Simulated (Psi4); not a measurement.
## Energy and gradient calculation of TiH₄

The run: energy and gradient calculation of TiH₄, multiplicity 3. Method and program: HF/STO-3G, UHF (Psi4 1.11).

The geometry is that of the parent species in another charge or spin state. The geometry comes from this level: GFN2-xTB.

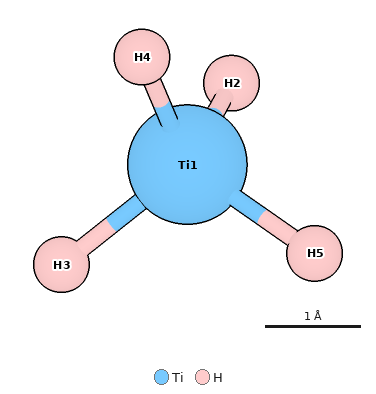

The input geometry (ball-and-stick view, seen at a tilt; atoms are numbered from 1 in the order of the input). Sticks mark near contacts. Bond lengths as drawn: H–Ti 1.73 Å.

**The input (job.inp)**
```
memory 1600 MB

molecule system {
  0 3
  Ti    -0.000010    -0.000210    -0.000150
  H      0.010960    -0.016820     1.730970
  H      1.628940     0.010440    -0.586290
  H     -0.824250     1.416520    -0.557510
  H     -0.815640    -1.409940    -0.587010
  symmetry c1
}

set {
  reference uhf
  puream true
  e_convergence 1e-09
  d_convergence 1e-08
  scf_type pk
  maxiter 200
}

gradient('hf/STO-3G')
```

Run on 1 thread of AMD EPYC (Zen 5), 64 GiB of memory available, shared host.

Launched with:
```bash
psi4 -n 1 job.inp job.out
```

**What the program printed**
```
Psi4 1.11 release

gradient() will perform analytic gradient computation.

   => Loading Basis Set <=

    Name: STO-3G
    Role: ORBITAL
    Keyword: BASIS

         ---------------------------------------------------------
                                   SCF
                              UHF Reference
                        1 Threads,   1525 MiB Core
         ---------------------------------------------------------

  ==> Geometry <==

    Molecular point group: c1
    Full point group: C1

    Geometry (in Angstrom), charge = 0, multiplicity = 3:

       Center              X                  Y                   Z               Mass
    ------------   -----------------  -----------------  -----------------  -----------------
         TI          -0.000000969450    -0.000020164550    -0.000014735633    47.947941980000
         H            0.010969030550    -0.016630164550     1.731105264367     1.007825032230
         H            1.628949030550     0.010629835450    -0.586154735633     1.007825032230
         H           -0.824240969450     1.416709835450    -0.557374735633     1.007825032230
         H           -0.815630969450    -1.409750164550    -0.586874735633     1.007825032230

  Running in c1 symmetry.

  Rotational constants: A =      2.09376  B =      2.09311  C =      2.09170 [cm^-1]
  Rotational constants: A =  62769.22173  B =  62749.85813  C =  62707.54098 [MHz]
  Nuclear repulsion =   28.021838281682800

  Charge       = 0
  Multiplicity = 3
  Electrons    = 26
  Nalpha       = 14
  Nbeta        = 12

  ==> Algorithm <==

  SCF Algorithm Type is PK.
  DIIS enabled.
  MOM disabled.
  Fractional occupation disabled.
  Guess Type is SAD.
  Energy threshold   = 1.00e-09
  Density threshold  = 1.00e-08
  Integral threshold = 1.00e-12

  ==> Primary Basis <==

  Basis Set: STO-3G
    Blend: STO-3G
    Number of shells: 12
    Number of basis functions: 22
    Number of Cartesian functions: 23
    Spherical Harmonics?: true
    Max angular momentum: 2

  ==> Integral Setup <==

  Using in-core PK algorithm.
   Calculation information:
      Number of atoms:                   5
      Number of AO shells:              12
      Number of primitives:             36
      Number of atomic orbitals:        23
      Number of basis functions:        22

      Integral cutoff                 1.00e-12
      Number of threads:                 1

  Performing in-core PK
  Using 64262 doubles for integral storage.
  We computed 3081 shell quartets total.
  Whereas there are 3081 unique shell quartets.

  ==> DiskJK: Disk-Based J/K Matrices <==

    J tasked:                  Yes
    K tasked:                  Yes
    wK tasked:                  No
    Memory [MiB]:             1144
    Schwarz Cutoff:          1E-12

  Minimum eigenvalue in the overlap matrix is 2.7315303442E-01.
  Reciprocal condition number of the overlap matrix is 1.3915532988E-01.
    Using symmetric orthogonalization.

  ==> Pre-Iterations <==

  SCF Guess: Superposition of Atomic Densities via on-the-fly atomic UHF (no occupation information).

   -------------------------
    Irrep   Nso     Nmo
   -------------------------
     A         22      22
   -------------------------
    Total      22      22
   -------------------------

  ==> Iterations <==

                        Total Energy        Delta E     RMS |[F,P]|

   @UHF iter SAD:  -840.16800538443636   -8.40168e+02   0.00000e+00
   @UHF iter   1:  -841.71790071797204   -1.54990e+00   1.14856e-02 ADIIS/DIIS
   @UHF iter   2:  -841.77423154958126   -5.63308e-02   1.77212e-03 ADIIS/DIIS
   @UHF iter   3:  -841.77635874308521   -2.12719e-03   9.49591e-04 ADIIS/DIIS
   @UHF iter   4:  -841.77834456671690   -1.98582e-03   7.69928e-04 ADIIS/DIIS
   @UHF iter   5:  -841.77978942925461   -1.44486e-03   8.36021e-04 ADIIS/DIIS
   @UHF iter   6:  -841.77583702126572    3.95241e-03   5.01306e-04 ADIIS/DIIS
   @UHF iter   7:  -841.77466191001292    1.17511e-03   2.97896e-04 ADIIS/DIIS
   @UHF iter   8:  -841.77472084051692   -5.89305e-05   2.61830e-04 ADIIS/DIIS
   @UHF iter   9:  -841.77487080353467   -1.49963e-04   2.86862e-04 ADIIS/DIIS
[... 27 lines of further cycles ...]
   @UHF iter  37:  -841.77411861712187    2.95586e-12   2.80083e-08 DIIS
   @UHF iter  38:  -841.77411861712210   -2.27374e-13   2.85259e-08 DIIS
   @UHF iter  39:  -841.77411861711460    7.50333e-12   2.58275e-08 DIIS
   @UHF iter  40:  -841.77411861710891    5.68434e-12   2.43765e-08 DIIS
   @UHF iter  41:  -841.77411861711050   -1.59162e-12   2.43064e-08 DIIS
   @UHF iter  42:  -841.77411861710971    7.95808e-13   2.40914e-08 DIIS
   @UHF iter  43:  -841.77411861710925    4.54747e-13   2.41655e-08 DIIS
   @UHF iter  44:  -841.77411861710777    1.47793e-12   2.34900e-08 DIIS
   @UHF iter  45:  -841.77411861709572    1.20508e-11   1.83419e-08 DIIS
   @UHF iter  46:  -841.77411861708265    1.30740e-11   9.00071e-09 DIIS
  Energy and wave function converged.

  ==> Post-Iterations <==

   @Spin Contamination Metric:   1.858164702E-02
   @S^2 Expected:                2.000000000E+00
   @S^2 Observed:                2.018581647E+00
   @S   Expected:                1.000000000E+00
   @S   Observed:                1.000000000E+00

    Orbital Energies [Eh]
    ---------------------

    Alpha Occupied:

       1A   -181.654149     2A    -21.433796     3A    -18.022587
       4A    -18.015959     5A    -18.015958     6A     -3.041855
       7A     -1.982774     8A     -1.982765     9A     -1.970337
      10A     -0.504250    11A     -0.434817    12A     -0.419986
      13A     -0.419975    14A     -0.135828

    Alpha Virtual:

      15A      0.250793    16A      0.250801    17A      0.258085
      18A      0.289644    19A      0.491956    20A      0.650533
      21A      0.672348    22A      0.672478

    Beta Occupied:

       1A   -181.653373     2A    -21.432137     3A    -18.015513
       4A    -18.015020     5A    -18.015018     6A     -3.007930
       7A     -1.949135     8A     -1.925711     9A     -1.925702
      10A     -0.384644    11A     -0.302212    12A     -0.302202

    Beta Virtual:

      13A     -0.069802    14A      0.288602    15A      0.288607
      16A      0.296894    17A      0.298810    18A      0.312994
      19A      0.577003    20A      0.719376    21A      0.719511
      22A      0.740145

    Final Occupation by Irrep:
              A
    DOCC [    12 ]
    SOCC [     2 ]
    NA   [    14 ]
    NB   [    12 ]

  @UHF Final Energy:  -841.77411861708265

   => Energetics <=

    Nuclear Repulsion Energy =             28.0218382816828004
    One-Electron Energy =               -1204.6282769109084256
    Two-Electron Energy =                 334.8323200121428727
    Total Energy =                       -841.7741186170826495

  UHF NO Occupations:
  HONO-2 :   12  A 1.9968672
  HONO-1 :   13  A 1.0000000
  HONO-0 :   14  A 1.0000000
  LUNO+0 :   15  A 0.0031328
  LUNO+1 :   16  A 0.0031306
  LUNO+2 :   17  A 0.0029475
  LUNO+3 :   18  A 0.0000372

Computation Completed

Properties will be evaluated at   0.000000,   0.000000,   0.000000 [a0]

Properties computed using the SCF density matrix

 Multipole Moments:

 ------------------------------------------------------------------------------------
     Multipole            Electronic (a.u.)      Nuclear  (a.u.)        Total (a.u.)
 ------------------------------------------------------------------------------------

 L = 1.  Multiply by 2.5417464519 to convert [e a0] to [Debye]
 Dipole X            :          0.0000721            0.0000469            0.0001189
 Dipole Y            :         -0.0027374            0.0009746           -0.0017629
 Dipole Z            :         -0.0028909            0.0007122           -0.0021787
 Magnitude           :                                                    0.0028051

 ------------------------------------------------------------------------------------

	total time  =          0 seconds =       0.00 minutes

         ------------------------------------------------------------
                                   SCF GRAD
         ------------------------------------------------------------

  ==> Geometry <==

    Molecular point group: c1
    Full point group: C1

    Geometry (in Angstrom), charge = 0, multiplicity = 3:

       Center              X                  Y                   Z               Mass
    ------------   -----------------  -----------------  -----------------  -----------------
         TI          -0.000000969450    -0.000020164550    -0.000014735633    47.947941980000
         H            0.010969030550    -0.016630164550     1.731105264367     1.007825032230
         H            1.628949030550     0.010629835450    -0.586154735633     1.007825032230
         H           -0.824240969450     1.416709835450    -0.557374735633     1.007825032230
         H           -0.815630969450    -1.409750164550    -0.586874735633     1.007825032230

  Nuclear repulsion =   28.021838281682800

  ==> Basis Set <==

  Basis Set: STO-3G
    Blend: STO-3G
    Number of shells: 12
    Number of basis functions: 22
    Number of Cartesian functions: 23
    Spherical Harmonics?: true
    Max angular momentum: 2

  ==> DirectJKGrad: Integral-Direct SCF Gradients <==

    Gradient:                    1
    J tasked:                  Yes
    K tasked:                  Yes
    wK tasked:                  No
    Integrals threads:           1
    Schwarz Cutoff:          1E-12

  -Total Gradient:
     Atom            X                  Y                   Z
    ------   -----------------  -----------------  -----------------
       1       -0.000002156207    -0.000083846530    -0.000101146865
       2        0.002024234085     0.003584130274    -0.001996477939
       3       -0.001254505107    -0.003567052258     0.002607359701
       4       -0.002418541433    -0.002886791718     0.002615102570
       5        0.001650968662     0.002953560232    -0.003124837467

	total time  =          0 seconds =       0.00 minutes

    Psi4 run time: 0:00:00.69
```

**Key numbers**

| quantity | value |
| --- | --- |
| outcome | converged |
| total energy | −841.774119 hartree |
| basis functions | 22 |
| largest force | 0.237 eV/Å |
| ⟨S²⟩ | 2.019 |
| dipole moment | 0.01 D |
| wall time | 1.6 s |
| peak memory | 0.19 GiB |
